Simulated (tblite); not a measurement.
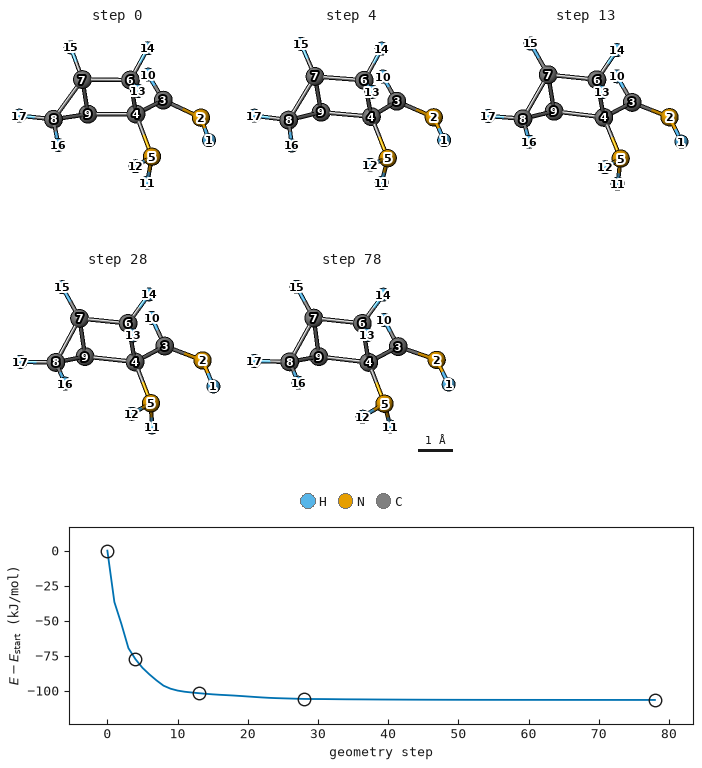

Frames of a relaxation of C6H9N2 (multiplicity 2), marked on the history of the run. The picture is a ball-and-stick view, seen at a tilt.

The calculation used tblite 0.8.0, GFN2-xTB geometry optimisation, gas phase. 

> Describe the path.

After 78 geometry steps the energy has fallen by 106.5 kJ/mol. The atom that moves furthest after the best rigid fit is H12 (0.36 Å). Largest moves by element: H 0.36 Å, C 0.25 Å, N 0.16 Å. Near-neighbour distances that change, for instance: C4–C9 1.457 → 1.534 Å, C3–C4 1.568 → 1.502 Å, C4–N5 1.478 → 1.433 Å, C6–C7 1.478 → 1.517 Å. Among the angles between lasting bonds that change: C9–C7–H15 115.5° → 132.1°, C6–C7–C8 124.7° → 109.0°, C4–C9–C8 127.1° → 114.2°. From step 0 to 4: H15 moves most (0.16 Å), energy −77.4 kJ/mol. From step 4 to 13: H15 moves most (0.20 Å), energy −24.3 kJ/mol. From step 13 to 28: H12 moves most (0.21 Å), energy −4.11 kJ/mol. From step 28 to 78: H12 moves most (0.16 Å), energy −0.73 kJ/mol.

| step | E − E(0), kJ/mol |
| --- | --- |
| 0 | 0.00 |
| 1 | -36.67 |
| 2 | -52.32 |
| 3 | -69.57 |
| 4 | -77.43 |
| 5 | -83.60 |
| 6 | -88.35 |
| 7 | -92.58 |
| 8 | -96.34 |
| 9 | -98.51 |
| 10 | -99.85 |
| 14 | -102.14 |
| 17 | -103.12 |
| 21 | -104.41 |
| 24 | -105.23 |
| 28 | -105.80 |
| 31 | -105.92 |
| 35 | -106.11 |
| 39 | -106.24 |
| 42 | -106.31 |
| 46 | -106.39 |
| 49 | -106.43 |
| 53 | -106.46 |
| 57 | -106.48 |
| 60 | -106.49 |
| 64 | -106.50 |
| 67 | -106.51 |
| 71 | -106.52 |
| 74 | -106.53 |
| 78 | -106.53 |
